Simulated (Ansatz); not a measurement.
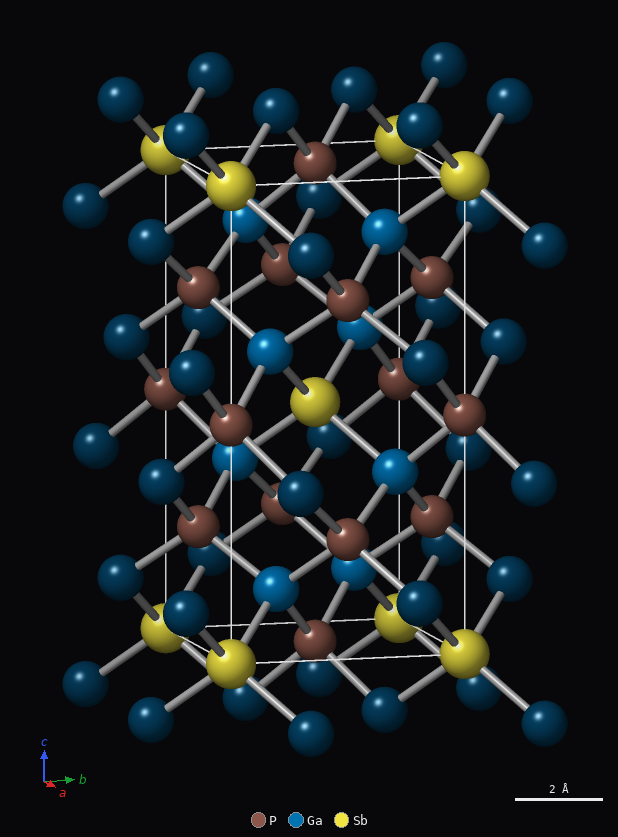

We look at a ball-and-stick model of the crystal slightly off an axis. The frame is the conventional unit cell; atoms at its boundary are shown with their periodic copies. Every bond is drawn to its end, so some atoms lie outside the box, in fainter colours.

Ga4SbP3, space group I-42m (No. 121), a = 5.622 Å, b = 5.622 Å, c = 11.213 Å, α = 90.00°, β = 90.00°, γ = 90.00°. The structure was taken from a structure type filled with these elements by a generator (whether the compound takes this form wasn't checked). Earlier steps of the study may have refined or changed the cell and positions. An electronic-structure calculation with Ansatz was run on it.

This one geometry was computed with Ansatz (DFT, plane waves, PAW) at five levels of theory: HSE06, r2SCAN, PBE, PBE with spin-orbit coupling and PBE0. It was relaxed beforehand with r2SCAN.

> Which level gives the highest pressure at this volume, and what does that say about its equilibrium volume?

Highest: PBE (2.3 GPa) and PBE with spin-orbit coupling (2.3 GPa), which points to the largest equilibrium volume. Lowest, with the smallest volume: HSE06 (0.4 GPa), r2SCAN (0.0 GPa) and PBE0 (0.2 GPa). Levels within 0.5 GPa of each other can't be told apart.

> How does the band gap change with the level of theory?

PBE with spin-orbit coupling: a gap of 0.80 eV, direct; PBE: a gap of 0.89 eV, direct; r2SCAN: a gap of 1.25 eV, direct; HSE06: a gap of 1.61 eV, direct; PBE0: a gap of 2.24 eV, direct.

> Collect the results in a table.

| level | cutoff (eV) | k-mesh of the run's cell | gap (eV) | pressure (GPa) |
| --- | --- | --- | --- | --- |
| HSE06 | 420 | 4×4×4 | 1.61 | 0.4 |
| r2SCAN | 500 | 6×6×6 | 1.25 | 0.0 |
| PBE | 420 | 6×6×6 | 0.89 | 2.3 |
| PBE with spin-orbit coupling | 420 | 6×6×6 | 0.80 | 2.3 |
| PBE0 | 420 | 4×4×4 | 2.24 | 0.2 |

Gaps are taken on the k-mesh or band path of each run.
